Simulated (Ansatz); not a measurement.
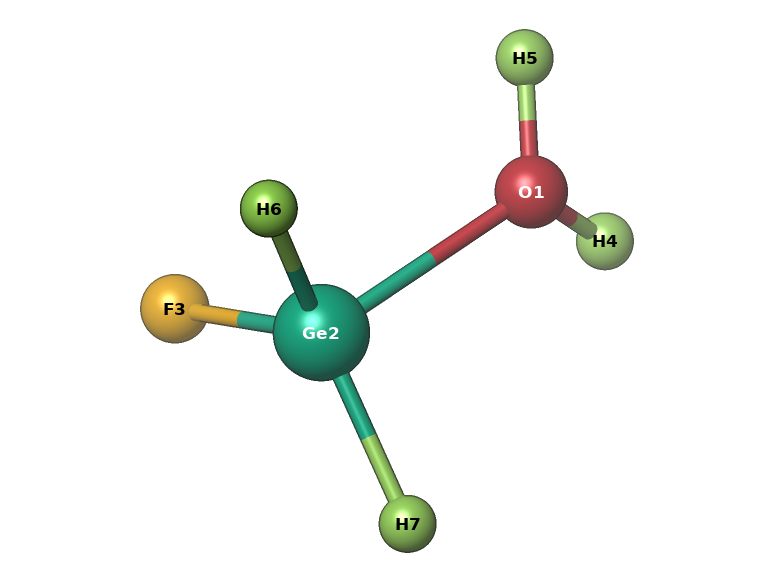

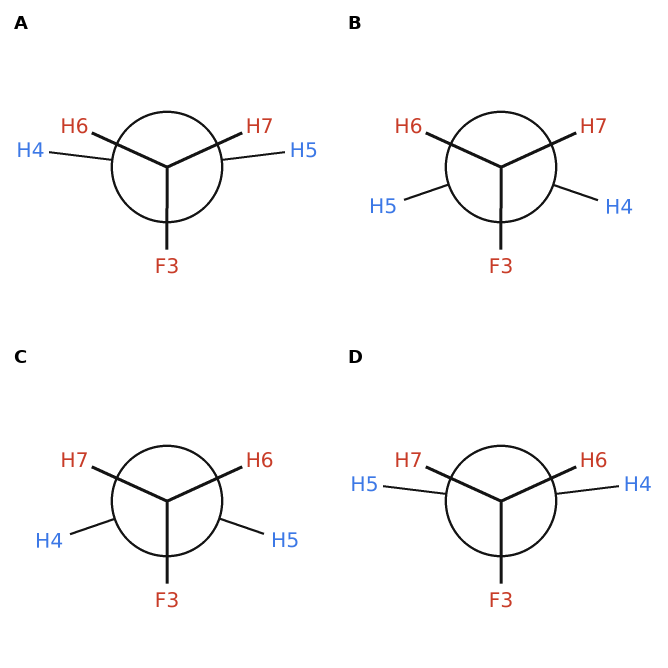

Atoms fade into the background with distance from the viewer. Bonds that would overlap in a projection are set slightly apart. State: charge +1, singlet. The computed structure is the end point of a PBE0-D4/def2-TZVP optimisation. No frequency run is at hand to confirm it as a minimum.

Q: Which Newman projection shows the view along Ge2–O1, with Ge2 in front?

A: B. The torsion angle F3–Ge2–O1–H4 is −71°, synclinal (gauche).
